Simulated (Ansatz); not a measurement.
# BFSi (SMILES FB=[Si]): what the fields show

Input

```
crystal:
  periodic: [false, false, false]
  atoms:
    - {symbol: B, position_ang: [0.000000, 0.000000, -0.211273]}
    - {symbol: F, position_ang: [0.000000, 0.000000, -1.495969]}
    - {symbol: Si, position_ang: [0.000000, 0.000000, 1.707242]}
basis:
  gaussian:
    orbitals: def2-TZVPD
hamiltonian:
  xc: pbe0
output: {forces: true, orbitals: {seedname: orbitals}}
```

Run with:

```sh
ansatz run input.yaml --threads 1 --pin off --max-ram 2610MiB --events-out events.jsonl --progress --plain --runs-dir runs
```

Geometry: PBE0-D3(BJ)/def2-SVP.

Computed with Ansatz, isolated molecule in a Gaussian basis; Kohn-Sham density functional theory, functional PBE0.

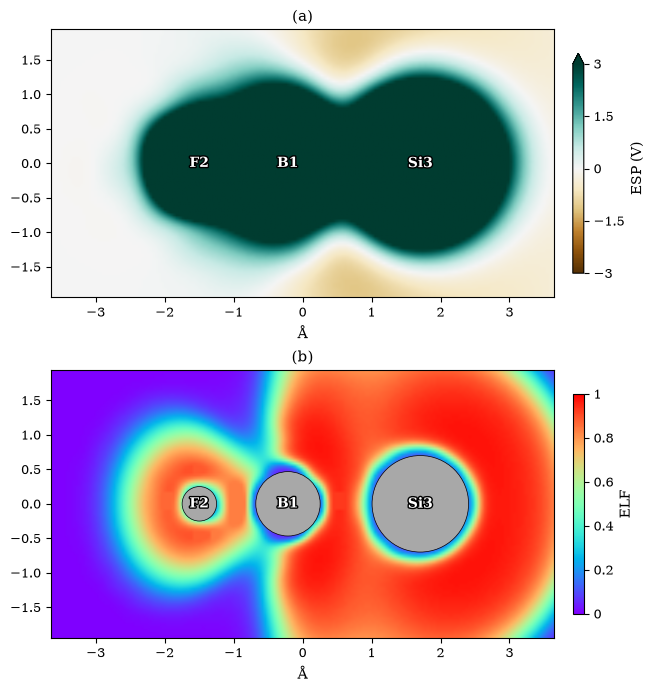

Figure 1. (a) molecular electrostatic potential; (b) electron localisation function on a plane that holds the molecular axis. Grey discs cover the atomic cores in the ELF map.

**Read the bonding off the picture.**

The section cuts through B, F and Si sites.
B–F (1.28 Å): the ELF peaks at about 0.85 between the atoms, as expected for a short, strongly polar bond.
Si–B (1.92 Å): the ELF peaks at about 0.95 between the atoms, as expected for a shared electron pair.
The ELF also peaks beside Si3 and F2, away from the bonds: lone-pair regions.
Outside the dense part of the molecule the potential is most negative (−1.1 V) near Si3.

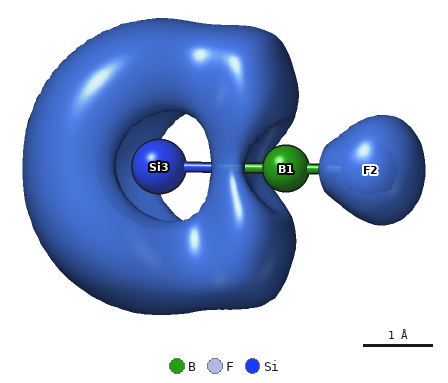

Figure 2. Isosurface of the ELF at 0.75 (blue), seen from one side. Only the valence region is drawn (cores and ρ < 0.01 e/Å³ removed).

**Identify the bonds, lone pairs and shells in this picture.**

The ELF exceeds this value in one region on F in which the atom's valence shell and bonds are merged and one joined region spread over several atoms (B, Si), in which their bonds and any lone pairs are merged.

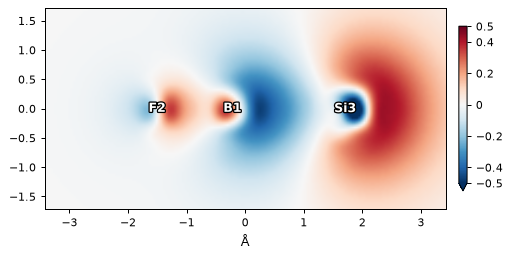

Figure 3. The HOMO−1 on a plane that holds the molecular axis (values in Å⁻³ᐟ²; the overall sign is arbitrary).

**Describe this orbital and give its energy.**

Its weight (Hirshfeld) is mainly on Si3 (about 75 %) and B1 (about 20 %); it is of σ type. Its energy is −8.03 eV.

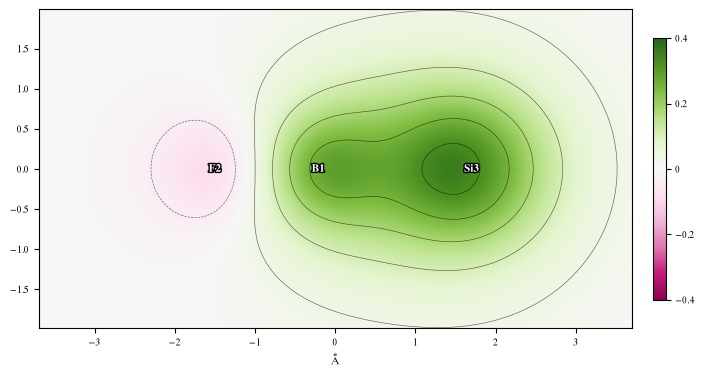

Figure 4. The LUMO on a plane 0.8 Å above a plane that holds the molecular axis (values in Å⁻³ᐟ²; the overall sign is arbitrary).

**What is the character of this orbital?**

By Hirshfeld shares it lies mainly on Si3 (about 65 %) and B1 (about 30 %); π-bonding across Si3–B1. It is one of a degenerate set, so its orientation is arbitrary. Its energy is −4.04 eV.
